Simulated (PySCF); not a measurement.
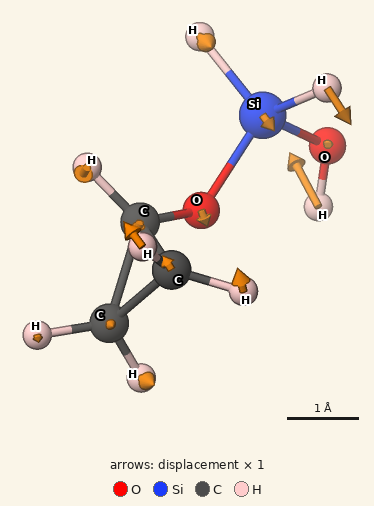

This is a relaxation of C$_{3}$H$_{8}$O$_{2}$Si. The starting structure is drawn; orange arrows show the displacements, at their true length. The two geometries are superimposed by the best rigid fit.

A ball-and-stick model, seen from a free direction.

The start comes from GFN2-xTB. Its atoms were then displaced at random by about 0.01 Å.

Level of theory: PySCF 2.14.0, density-fitted response routines, PBE0-D3(BJ)/def2-SVP geometry optimisation, gas phase. 

### Which element moves most?

Hydrogen: up to 1.00 Å, against 0.30 Å for silicon.

### What did the optimiser do to the structure, and how much energy did it gain?

After 16 geometry steps the energy has fallen by 0.230 eV. The largest move after the best rigid fit is that of an H atom, 1.00 Å. Largest moves by element: H 1.00 Å, Si 0.30 Å, O 0.27 Å, C 0.25 Å. Among the contacts that change: C–O 1.331 → 1.388 Å, C–C 1.529 → 1.488 Å, H–Si 1.456 → 1.486 Å, C–H 1.064 → 1.093 Å. Bond angles that change, for instance: Si–O–C 127.5° → 122.2°, O–Si–O 104.6° → 108.1°, O–Si–H 110.8° → 107.4°. Groups turn about O–Si by about 50°.
